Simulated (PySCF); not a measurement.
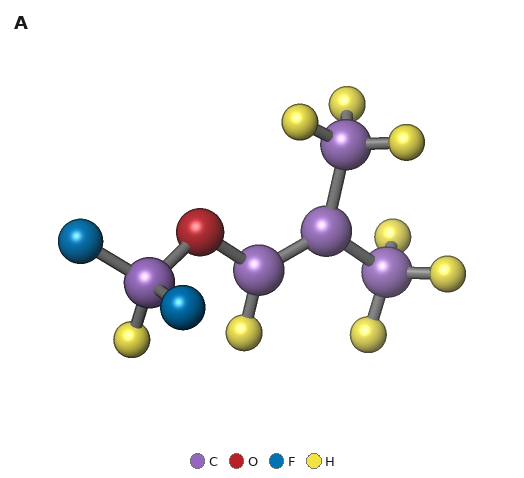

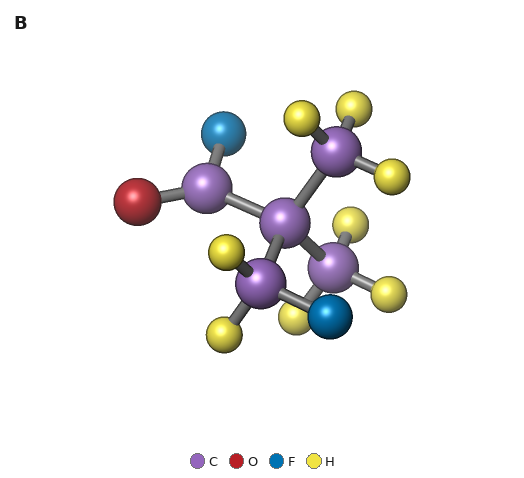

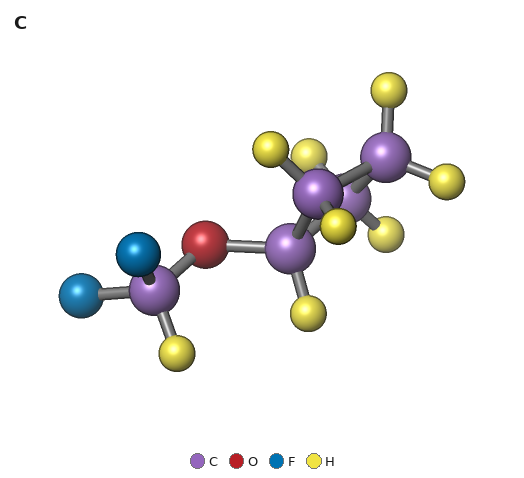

3 stationary structures of one formula. Geometries: GFN2-xTB. Electronic energies: PBE0/pcSseg-1 (PySCF 2.14.0), without zero-point energy. No frequency run is at hand to confirm each as a minimum. Each is one conformer, not always the lowest.

### Are they conformers, stereoisomers or constitutional isomers?

They are constitutional isomers of C5H8F2O: A `CC(C)=COC(F)F`, B `CC(C)(CF)C(=O)F`, C `FC(F)OC1CCC1`.

### Which structure is the most stable?

B is lowest; A lies 20.5 kcal/mol above it, C lies 24.4 kcal/mol above it.
